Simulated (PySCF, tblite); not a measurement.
**C5H5ClOSSi: geometry, infrared bands and NMR shifts**

Wanted: the infrared bands and NMR shifts of C5H5ClOSSi (`O=C(Cl)c1sccc1[SiH3]`), by calculation.

Programs: tblite 0.8.0 and PySCF 2.14.0, with density-fitted response routines of our own. Each step states its level of theory. These are calculated values for one molecule in the gas phase, unless marked as measured. Atoms count from 0, in the outputs and in this text.

### Step 1. The starting structure

14 atoms, charge 0, multiplicity 1; geometry from: force field or distance geometry start.

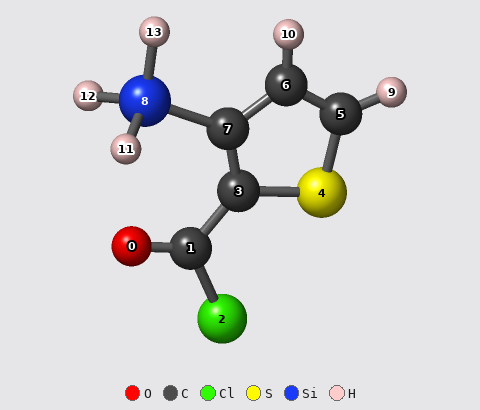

The starting geometry (oxygen red, carbon dark grey, chlorine green, sulfur yellow, silicon blue, hydrogen pink), atoms numbered; sticks join atoms by distance.

### Step 2. Relaxing the molecule with GFN2-xTB

Job settings and geometry (Å):

```
{"job": {"kind": "relax", "xc": "GFN2-xTB", "basis": "xTB"}, "charge": 0, "multiplicity": 1}
O     -2.203900     1.575100     0.088200
C     -1.059400     1.983100     0.180600
Cl    -0.692200     3.683300     0.417000
C      0.090800     1.056800     0.121200
S      1.714800     1.618200     0.280300
C      2.376200     0.058900     0.111200
C      1.412500    -0.898300    -0.050600
C      0.110700    -0.326800    -0.032900
Si    -1.412400    -1.439600    -0.239300
H      3.449100    -0.082700     0.149900
H      1.643400    -1.956500    -0.165600
H     -2.172400    -1.066400    -1.463000
H     -2.284300    -1.356700     0.975200
H     -0.973600    -2.849000    -0.394400
```

On the command line:

```bash
$ OMP_NUM_THREADS=1 python probes_run.py task.json out
```

One launch serves the whole session: the jobs run in the order shown.

**Question.** This job is followed by: GFN2-xTB harmonic vibrations, gas phase; GIAO PBE0/pcSseg-1 NMR shielding, non-relativistic, gas phase. What will the session give for the following? strongest single infrared mode (GFN2-xTB); zero-point energy (GFN2-xTB); ¹³C shifts against TMS (PBE0/pcSseg-1); ¹H shifts against TMS (PBE0/pcSseg-1, means over atoms taken as alike); ¹⁷O shifts against H2O (PBE0/pcSseg-1); ³⁵Cl shifts against HCl (PBE0/pcSseg-1); ³³S shifts against CS2 (PBE0/pcSseg-1); ²⁹Si shifts against TMS (PBE0/pcSseg-1).

As calculated:

| quantity | value |
| --- | --- |
| strongest single infrared mode (GFN2-xTB) | 1735 cm⁻¹, 359 km/mol |
| zero-point energy (GFN2-xTB) | 50.0 kcal/mol |
| ¹³C shifts against TMS (PBE0/pcSseg-1) | 171.4, 157.4, 152.3, 148.3, 140.8 ppm |
| ¹H shifts against TMS (PBE0/pcSseg-1, means over atoms taken as alike) | 7.74, 7.53, 4.56 ppm |
| ¹⁷O shifts against H2O (PBE0/pcSseg-1) | 535.5 ppm |
| ³⁵Cl shifts against HCl (PBE0/pcSseg-1) | 430 ppm |
| ³³S shifts against CS2 (PBE0/pcSseg-1) | 281 ppm |
| ²⁹Si shifts against TMS (PBE0/pcSseg-1) | -77.9 ppm |

In words: Over 34 steps the energy fell by 0.267 eV; of the close pairs, C1–C3 changed most, 1.478 to 1.424 Å. No mode is imaginary among the 36: a minimum at this level. The strongest single mode, at 1735 cm⁻¹, moves mainly C1 and O0. GFN2-xTB is a fitted tight-binding method: band positions and strengths are rough. Its intensities can rank the bands wrongly. NICS(1)zz of -25 ppm above the planar ring from C3 marks a diatropic (aromatic) ring current.
